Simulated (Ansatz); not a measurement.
**AlBH (quartet): one geometry, many settings at angle B1–Al2–H3 = 104.0°**

What do other methods and options give for AlBH (quartet) at this geometry, and how long do they take?

Method: the settings change from run to run; program: Ansatz 0.2.0, Gaussian basis.

10 further runs of the same task are left out: 1 for a mislabelled method, 8 that didn't finish, 1 set aside as unsound or not needed.

### Step 1. What is computed

The geometry derives from a PBE0/def2-TZVP stationary point (not a proven minimum). One angle is set to the value named; bond lengths are kept.

3 atoms, charge 0, spin multiplicity 4.

Atoms are counted from 1 here; the program's logs count them from 0.

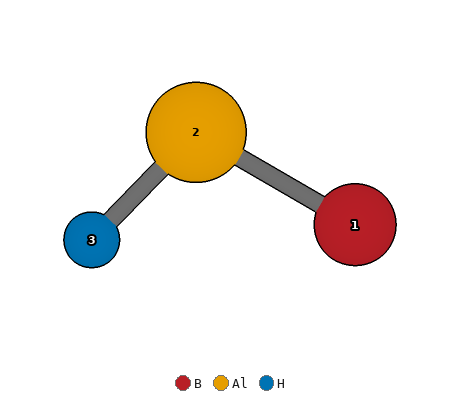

The structure; boron red, aluminium amber, hydrogen blue; atoms are numbered from 1 in the order of the file.

### Step 2. HF/def2-mTZVP

The input, in.yaml:

```yaml
crystal:
  periodic: [false, false, false]
  atoms:
    - {symbol: B, position_ang: [0.835038, 0.000000, 1.133364]}
    - {symbol: Al, position_ang: [-0.357499, 0.000000, -0.393013]}
    - {symbol: H, position_ang: [0.613400, 0.000000, -1.635706]}
basis:
  gaussian: {orbitals: def2-mTZVP}
magnetization: {spin_polarized: false, initial_magnetization: 3}
hamiltonian: {xc: hf}
output: {orbitals: {seedname: orbitals}}
```

Command:

```console
ansatz run in.yaml --threads 1 --pin off --events-out ev --progress --plain --max-ram 2393MiB
```

Standard output:

```text
Functional definition: HF
  name "HF"
  cite "Fock, Z. Phys. 61, 126 (1930) doi:10.1007/BF01340294"
  parent pbe
  exchange = exact_x
  correlation = 0
402 factors; integrals over basis functions are off by at most 1.3e-3 eV
mean field evaluation 1: about -7264.1179 eV, gradient 8.8e0 eV
mean field evaluation 2: about -7264.1265 eV, gradient 8.8e0 eV
mean field evaluation 4: about -7265.5016 eV, gradient 2.3e0 eV
mean field evaluation 8: about -7265.7807 eV, gradient 2.9e-1 eV
mean field evaluation 16: about -7265.7847 eV, gradient 1.7e-5 eV
mean field evaluation 32: about -7265.3543 eV, gradient 1.3e0 eV
mean field evaluation 64: about -7264.7724 eV, gradient 1.8e0 eV
mean field -7265.78468124 eV, -267.0126621099 hartree, gradient 1.7e-5 eV, S^2 3.750000; 3 other end points of the search recorded, 0 dependent functions left out
reference -7265.78468124 eV, -267.0126621099 hartree; 11, 8 occupied and 33, 36 virtual orbitals, 402 factors
Total energy: -7265.78468124 eV, -267.0126621099 hartree
```

Run time: 0.66 s. Hardware: 1 thread of Arm Neoverse N1, shared host.

### Step 3. CISDT/6-31G

Edit in.yaml of step 2 so:

```diff
@@ -7,5 +7,5 @@
 basis:
-  gaussian: {orbitals: def2-mTZVP}
+  gaussian: {orbitals: 6-31G}
 magnetization: {spin_polarized: false, initial_magnetization: 3}
-hamiltonian: {xc: hf}
-output: {orbitals: {seedname: orbitals}}
+correlation: {active_space: {ras: {orbitals: [2, 3, 13], electrons: 7, max_holes: 3, max_particles: 3}, fixed_orbitals: true}}
+accuracy: high
```

The command is unchanged.

Standard output:

```text
Functional definition: HF
  name "HF"
  cite "Fock, Z. Phys. 61, 126 (1930) doi:10.1007/BF01340294"
  parent pbe
  exchange = exact_x
  correlation = 0
539 factors; integrals over basis functions are off by at most 3.9e-9 eV
mean field evaluation 1: about -7263.2396 eV, gradient 7.0e0 eV
mean field evaluation 2: about -7263.2459 eV, gradient 7.0e0 eV
mean field evaluation 4: about -7264.5066 eV, gradient 1.5e0 eV
mean field evaluation 8: about -7264.6615 eV, gradient 2.9e-1 eV
mean field evaluation 16: about -7264.6667 eV, gradient 2.3e-8 eV
mean field evaluation 32: about -7264.6659 eV, gradient 2.1e-1 eV
mean field -7264.66668497 eV, -266.9715765047 hartree, gradient 2.3e-8 eV, S^2 3.750000; 4 other end points of the search recorded, 0 dependent functions left out
reference -7264.66668497 eV, -266.9715765047 hartree; 11, 8 occupied and 13, 16 virtual orbitals, 539 factors
state -7266.71932123 eV, -267.0470094958 hartree
Total energy: -7266.71932123 eV, -267.0470094958 hartree
```

It took 2.6 s on 1 thread of Arm Neoverse N1, shared host.

From the report: 46,464 determinants.

### Step 4. MP2 on UHF/6-31G

The input, in.yaml:

```yaml
crystal:
  periodic: [false, false, false]
  atoms:
    - {symbol: B, position_ang: [0.835038, 0.000000, 1.133364]}
    - {symbol: Al, position_ang: [-0.357499, 0.000000, -0.393013]}
    - {symbol: H, position_ang: [0.613400, 0.000000, -1.635706]}
basis:
  gaussian: {orbitals: 6-31G, fitting: {mean_field: def2-universal-jkfit}}
magnetization: {spin_polarized: true, initial_magnetization: 3}
correlation: {method: mp2, electrons: valence}
output: {forces: true}
```

The command is unchanged.

Standard output (excerpt; [...] marks lines left out):

```text
Functional definition: HF
  name "HF"
  cite "Fock, Z. Phys. 61, 126 (1930) doi:10.1007/BF01340294"
  parent pbe
[...]
221 factors; integrals over basis functions are off by at most 9.6e-2 eV
[...]
mean field -7264.70969949 eV, -266.9731572590 hartree, gradient 2.8e-6 eV, S^2 3.760638; 6 other end points of the search recorded, 0 dependent functions left out
6 core orbitals not correlated: weight in the atoms' cores, before any rotation towards them, 1.000 or more for the frozen orbitals, at most 0.000 for the correlated occupied ones
reference -7264.70969949 eV, -266.9731572590 hartree; 5, 2 occupied and 13, 16 virtual orbitals, 221 factors
second order -1.28620502 eV of doubles, -0.00000000 eV of singles
[...]
Total energy: -7265.99590450 eV, -267.0204244216 hartree
Atom 0 at     0.835038     0.000000     1.133364 Å, force     0.966539     0.000000     1.882791 eV/Å
Atom 1 at    -0.357499     0.000000    -0.393013 Å, force    -0.956733    -0.000000    -1.102268 eV/Å
Atom 2 at     0.613400     0.000000    -1.635706 Å, force    -0.009806     0.000000    -0.780523 eV/Å
Dipole moment:    -0.167089    -0.000000    -0.003545 e Å
```

Run time: 0.33 s. Hardware: 1 thread of Arm Neoverse N1, shared host.

From the report: ⟨S²⟩ of the determinant 3.761 (pure quartet: 3.75).

### Step 5. CCSDT(Q)/B/6-31G

The input, in.yaml:

```yaml
crystal:
  periodic: [false, false, false]
  atoms:
    - {symbol: B, position_ang: [0.835038, 0.000000, 1.133364]}
    - {symbol: Al, position_ang: [-0.357499, 0.000000, -0.393013]}
    - {symbol: H, position_ang: [0.613400, 0.000000, -1.635706]}
basis:
  gaussian: {orbitals: 6-31G}
magnetization: {spin_polarized: false, initial_magnetization: 3}
hamiltonian: {xc: {name: PBE}}
correlation: {method: ccsdt_q_b, electrons: valence}
```

The command is unchanged.

Standard output (excerpt; [...] marks lines left out):

```text
Functional definition: PBE
  name "PBE"
  cite "Perdew, Burke & Ernzerhof, Phys. Rev. Lett. 77, 3865 (1996) doi:10.1103/PhysRevLett.77.3865"
  parent pbe
[...]
512 factors; integrals over basis functions are off by at most 1.2e-7 eV
[...]
mean field -7277.69318370 eV, -267.4502915033 hartree, gradient 1.9e-6 eV, S^2 3.750000; 3 other end points of the search recorded, 0 dependent functions left out
[...]
6 core orbitals not correlated: weight in the atoms' cores, before any rotation towards them, 1.000 or more for the frozen orbitals, at most 0.000 for the correlated occupied ones
reference -7264.08462223 eV, -266.9501860936 hartree; 5, 2 occupied and 13, 16 virtual orbitals, 512 factors
second order -1.72848067 eV of doubles, -0.25422849 eV of singles
cycle   1  -2.29580825 eV  change   -3.1e-1 eV  update   6.9e-2
[...]
cycle  19  -2.59674110 eV  change   -5.8e-7 eV  update   5.9e-7
perturbative correction -0.00461862 eV, -0.0001697311 hartree
Total energy: -7266.68598194 eV, -267.0457842998 hartree
```

Run time: 4.4 s. Hardware: 1 thread of Arm Neoverse N1, shared host.

From the report: correlation -2.6014 eV; T1 0.034; largest double amplitude 0.09. The orbitals are Kohn-Sham ones, so correlation energy and T1 don't compare with those on Hartree-Fock orbitals.

### Step 6. NEVPT2(7,6)/6-31G

Edit in.yaml of step 5 so:

```diff
@@ -9,3 +9,2 @@
 magnetization: {spin_polarized: false, initial_magnetization: 3}
-hamiltonian: {xc: {name: PBE}}
-correlation: {method: ccsdt_q_b, electrons: valence}
+correlation: {method: sc_nevpt2, electrons: valence, active_space: {window: {electrons: 7, orbitals: 6}, states: [{multiplicity: 4, weights: [0.5, 0.5, 0.5]}], root: 0}}
```

The command is unchanged.

Standard output (excerpt; [...] marks lines left out):

```text
Functional definition: HF
  name "HF"
  cite "Fock, Z. Phys. 61, 126 (1930) doi:10.1007/BF01340294"
  parent pbe
[...]
512 factors; integrals over basis functions are off by at most 1.2e-7 eV
[...]
mean field -7264.66668494 eV, -266.9715765035 hartree, gradient 2.3e-6 eV, S^2 3.750000; 4 other end points of the search recorded, 0 dependent functions left out
reference -7264.66668494 eV, -266.9715765035 hartree; 11, 8 occupied and 13, 16 virtual orbitals, 512 factors
state -7264.95062111 eV, -266.9820109655 hartree
state -7263.80099472 eV, -266.9397629748 hartree
state -7263.26802999 eV, -266.9201768823 hartree
state -7264.95062111 eV, -266.9820109655 hartree; corrected -7266.04608790 eV, -267.0222686274 hartree
state -7263.80099472 eV, -266.9397629748 hartree; corrected -7264.69791629 eV, -266.9727242345 hartree
state -7263.26802999 eV, -266.9201768823 hartree; corrected -7264.37912946 eV, -266.9610090347 hartree
Total energy: -7266.04608790 eV, -267.0222686274 hartree
```

Wall time 0.63 s (1 thread of Arm Neoverse N1, shared host).

From the report: 55 determinants; active occupations (of the averaged states) 2.00, 1.95, 1.00, 0.69, 0.68, 0.68.

### Step 7. CISD/aug-cc-pVDZ

The input, in.yaml:

```yaml
crystal:
  periodic: [false, false, false]
  atoms:
    - {symbol: B, position_ang: [0.835038, 0.000000, 1.133364]}
    - {symbol: Al, position_ang: [-0.357499, 0.000000, -0.393013]}
    - {symbol: H, position_ang: [0.613400, 0.000000, -1.635706]}
basis:
  gaussian: {orbitals: aug-cc-pVDZ}
magnetization: {spin_polarized: false, initial_magnetization: 3}
correlation: {active_space: {ras: {orbitals: [2, 3, 48], electrons: 7, max_holes: 2, max_particles: 2}, fixed_orbitals: true}}
```

The command is unchanged.

Standard output:

```text
Functional definition: HF
  name "HF"
  cite "Fock, Z. Phys. 61, 126 (1930) doi:10.1007/BF01340294"
  parent pbe
  exchange = exact_x
  correlation = 0
586 factors; integrals over basis functions are off by at most 4.7e-4 eV
mean field evaluation 1: about -7264.0237 eV, gradient 8.5e0 eV
mean field evaluation 2: about -7264.0248 eV, gradient 8.5e0 eV
mean field evaluation 4: about -7265.4211 eV, gradient 2.2e0 eV
mean field evaluation 8: about -7265.7261 eV, gradient 4.0e-1 eV
mean field evaluation 16: about -7265.7360 eV, gradient 1.5e-6 eV
mean field evaluation 32: about -7264.8051 eV, gradient 2.8e-4 eV
mean field -7265.73598214 eV, -267.0108724509 hartree, gradient 1.5e-6 eV, S^2 3.750000; 7 other end points of the search recorded, 0 dependent functions left out
reference -7265.73598214 eV, -267.0108724509 hartree; 11, 8 occupied and 48, 51 virtual orbitals, 586 factors
state -7268.87648713 eV, -267.1262838806 hartree
Total energy: -7268.87648713 eV, -267.1262838806 hartree
```

Wall time 8.5 s (1 thread of Arm Neoverse N1, shared host).

From the report: 66,453 determinants.

### Step 8. BCCD(T) on ROHF/6-31G

The input, in.yaml:

```yaml
crystal:
  periodic: [false, false, false]
  atoms:
    - {symbol: B, position_ang: [0.835038, 0.000000, 1.133364]}
    - {symbol: Al, position_ang: [-0.357499, 0.000000, -0.393013]}
    - {symbol: H, position_ang: [0.613400, 0.000000, -1.635706]}
basis:
  gaussian: {orbitals: 6-31G, point_charges: [{charge: -0.50, position_ang: [4.315, -0.787, 0.836]}]}
magnetization: {spin_polarized: false, initial_magnetization: 3}
correlation: {method: bccd_t, electrons: outside_noble_gas}
output: {forces: true}
```

Same command.

Standard output (excerpt; [...] marks lines left out):

```text
Functional definition: HF
  name "HF"
  cite "Fock, Z. Phys. 61, 126 (1930) doi:10.1007/BF01340294"
  parent pbe
[...]
296 factors; integrals over basis functions are off by at most 1.5e-4 eV
[...]
mean field -7264.69301579 eV, -266.9725441446 hartree, gradient 2.3e-6 eV, S^2 3.750000; 3 other end points of the search recorded, 0 dependent functions left out
[...]
determinant -7264.69301579 eV, -266.9725441446 hartree, with singles and doubles -7266.71166127 eV, -267.0467279974 hartree
determinant -7263.52035457 eV, -266.9294496396 hartree, with singles and doubles -7265.16528219 eV, -266.9898996146 hartree
6 core orbitals not correlated: weight in the atoms' cores, before any rotation towards them, 1.000 or more for the frozen orbitals, at most 0.000 for the correlated occupied ones
reference -7264.69301579 eV, -266.9725441446 hartree; 5, 2 occupied and 13, 16 virtual orbitals, 296 factors
second order -1.30179088 eV of doubles, -0.01984274 eV of singles
cycle   1  -2.02413004 eV  change   -5.5e-3 eV  update   1.4e-2
[...]
cycle  17  -2.01508995 eV  change   -3.1e-8 eV  update   3.1e-7
perturbative correction -0.06227313 eV, -0.0022884954 hartree
[...]
Total energy: -7266.77037887 eV, -267.0488858296 hartree
Atom 0 at     0.835038     0.000000     1.133364 Å, force     1.087544    -0.019373     2.082447 eV/Å
Atom 1 at    -0.357499     0.000000    -0.393013 Å, force    -1.094532     0.013740    -1.105300 eV/Å
Atom 2 at     0.613400     0.000000    -1.635706 Å, force     0.059869    -0.010374    -0.973345 eV/Å
Dipole moment:    -0.003620    -0.025342     0.052517 e Å
```

Run time: 1.6 s. Hardware: 1 thread of Arm Neoverse N1, shared host.

From the report: correlation -2.0774 eV; largest double amplitude 0.07.

### Step 9. HF/6-31G*

The input, in.yaml:

```yaml
crystal:
  periodic: [false, false, false]
  atoms:
    - {symbol: B, position_ang: [0.835038, 0.000000, 1.133364]}
    - {symbol: Al, position_ang: [-0.357499, 0.000000, -0.393013]}
    - {symbol: H, position_ang: [0.613400, 0.000000, -1.635706]}
basis:
  gaussian: {orbitals: "6-31G*", point_charges: [{charge: -1.00, position_ang: [5.702, 0.912, -0.752]}]}
magnetization: {spin_polarized: true, initial_magnetization: 3}
hamiltonian: {xc: hf}
output: {orbitals: {seedname: orbitals}}
```

Same command.

Standard output:

```text
Functional definition: HF
  name "HF"
  cite "Fock, Z. Phys. 61, 126 (1930) doi:10.1007/BF01340294"
  parent pbe
  exchange = exact_x
  correlation = 0
336 factors; integrals over basis functions are off by at most 1.0e-3 eV
mean field evaluation 1: about -7263.9047 eV, gradient 7.1e0 eV
mean field evaluation 2: about -7263.9249 eV, gradient 7.1e0 eV
mean field evaluation 4: about -7265.0785 eV, gradient 1.5e0 eV
mean field evaluation 8: about -7265.2740 eV, gradient 3.4e-1 eV
mean field evaluation 16: about -7265.2890 eV, gradient 2.1e-5 eV
mean field evaluation 32: about -7264.3247 eV, gradient 7.7e-1 eV
mean field evaluation 64: about -7264.2334 eV, gradient 4.0e-1 eV
mean field evaluation 96: about -7263.6006 eV, gradient 3.7e0 eV
mean field -7265.28901183 eV, -266.9944465950 hartree, gradient 2.1e-5 eV, S^2 3.769021; 0 other end points of the search recorded, 0 dependent functions left out
reference -7265.28901183 eV, -266.9944465950 hartree; 11, 8 occupied and 25, 28 virtual orbitals, 336 factors
Total energy: -7265.28901183 eV, -266.9944465950 hartree
```

Run time: 0.57 s. Hardware: 1 thread of Arm Neoverse N1, shared host.

From the report: ⟨S²⟩ of the determinant 3.769 (pure quartet: 3.75).

### Step 10. CASSCF(9,8)/6-31G

The input, in.yaml:

```yaml
crystal:
  periodic: [false, false, false]
  atoms:
    - {symbol: B, position_ang: [0.835038, 0.000000, 1.133364]}
    - {symbol: Al, position_ang: [-0.357499, 0.000000, -0.393013]}
    - {symbol: H, position_ang: [0.613400, 0.000000, -1.635706]}
basis:
  gaussian: {orbitals: 6-31G}
magnetization: {spin_polarized: false, initial_magnetization: 3}
correlation: {active_space: {window: {electrons: 9, orbitals: 8}}}
scf: {lower_state_search: full}
```

The command is unchanged.

Standard output:

```text
Functional definition: HF
  name "HF"
  cite "Fock, Z. Phys. 61, 126 (1930) doi:10.1007/BF01340294"
  parent pbe
  exchange = exact_x
  correlation = 0
296 factors; integrals over basis functions are off by at most 1.5e-4 eV
mean field evaluation 1: about -7263.2005 eV, gradient 6.9e0 eV
mean field evaluation 2: about -7263.2402 eV, gradient 7.0e0 eV
mean field evaluation 4: about -7264.5009 eV, gradient 1.4e0 eV
mean field evaluation 8: about -7264.6602 eV, gradient 3.1e-1 eV
mean field evaluation 16: about -7264.6666 eV, gradient 2.5e-6 eV
mean field evaluation 32: about -7263.6134 eV, gradient 8.6e-4 eV
mean field evaluation 64: about -7264.5523 eV, gradient 1.1e0 eV
mean field evaluation 96: about -7263.5432 eV, gradient 4.4e-1 eV
mean field evaluation 128: about -7264.6613 eV, gradient 4.2e-1 eV
mean field -7264.66656577 eV, -266.9715721242 hartree, gradient 2.9e-6 eV, S^2 3.750000; 9 other end points of the search recorded, 0 dependent functions left out
reference -7264.66656577 eV, -266.9715721242 hartree; 11, 8 occupied and 13, 16 virtual orbitals, 296 factors
state -7265.44144202 eV, -267.0000483010 hartree
Total energy: -7265.44144202 eV, -267.0000483010 hartree
```

Run time: 12 s. Hardware: 1 thread of Arm Neoverse N1, shared host.

From the report: 1,568 determinants; active occupations 2.00, 1.98, 1.96, 1.00, 1.00, 1.00, 0.05, 0.02.

### Step 11. The runs in one table

Where basis and cores are those of an earlier FCI/6-31G run (-7266.7761 eV), and the state is the same kind, the miss against it is given.

| level | correlated | functions | energy (eV) | from FCI (meV) | time |
| --- | --- | --- | --- | --- | --- |
| HF/def2-mTZVP |  | 44 | -7265.7847 |  | 0.66 s |
| CISDT/6-31G | outside noble gas | 24 | -7266.7193 | 56.8 | 2.6 s |
| MP2 on UHF/6-31G | valence | 24 | -7265.9959 | 780.2 | 0.33 s |
| CCSDT(Q)/B/6-31G (on PBE orbitals) | valence | 24 | -7266.6860 | 90.1 | 4.4 s |
| NEVPT2(7,6)/6-31G (lowest root of an average) | valence | 24 | -7266.0461 |  | 0.63 s |
| CISD/aug-cc-pVDZ | outside noble gas | 59 | -7268.8765 |  | 8.5 s |
| BCCD(T) on ROHF/6-31G (beside a point charge) | outside noble gas | 24 | -7266.7704 |  | 1.6 s |
| HF/6-31G* (beside a point charge) |  | 36 | -7265.2890 |  | 0.57 s |
| CASSCF(9,8)/6-31G |  | 24 | -7265.4414 | 1334.6 | 12 s |

### Step 12. Outcome

```
quantity                     value
    runs                         9
quickest  MP2 on UHF/6-31G, 0.33 s
 slowest   CASSCF(9,8)/6-31G, 12 s
```

In words: Total energies in different bases, with other cores or another treatment of relativity can't be set against each other. CASSCF(9,8)/6-31G took 38 times as long as MP2 on UHF/6-31G; the jobs differ in more than the method. Among the correlated runs with a miss given, it spans +57 to +780 meV. Hartree-Fock, CASSCF and CASCI lack dynamic correlation by design. Cores frozen from Kohn-Sham orbitals shift the total energy.
